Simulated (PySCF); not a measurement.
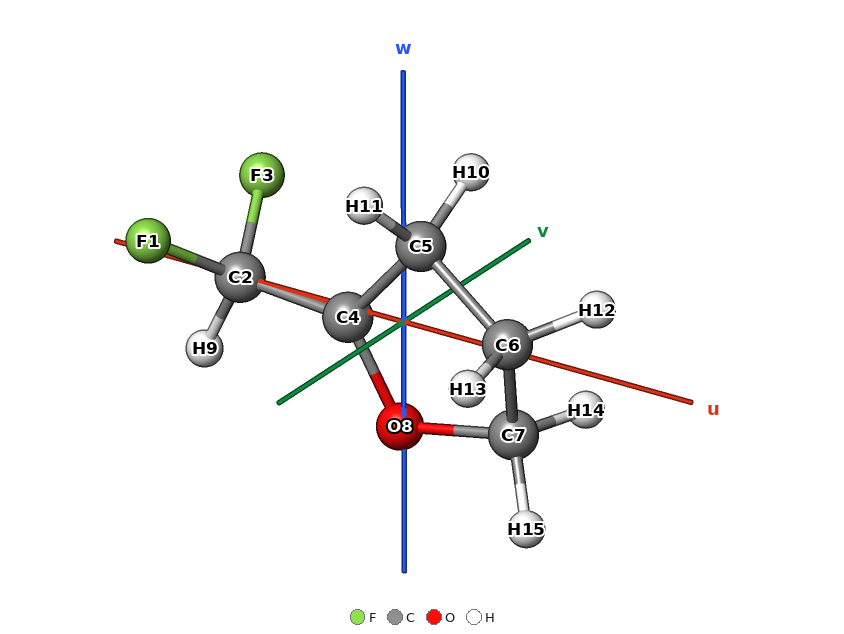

The lines u, v and w are the principal axes of the g tensor. The species is neutral and a spin doublet. The computed structure is the end point of a GFN2-xTB optimisation. No frequency run is at hand to confirm it as a minimum. Level of theory: UKS B3LYP, pcH-1 on C F H O, non-relativistic, mean-field spin-orbit, GIAO (PySCF 2.14.0).

> Along which axis does g lie farthest from the free-electron value?

Along u (nearly parallel to the C2–C4 bond): the shift is 2026 ppm.

Give the principal values and shifts.

| axis | g | shift (ppm) |
| --- | --- | --- |
| u | 2.00435 | 2026 |
| v | 2.00210 | −216 |
| w | 2.00295 | 633 |
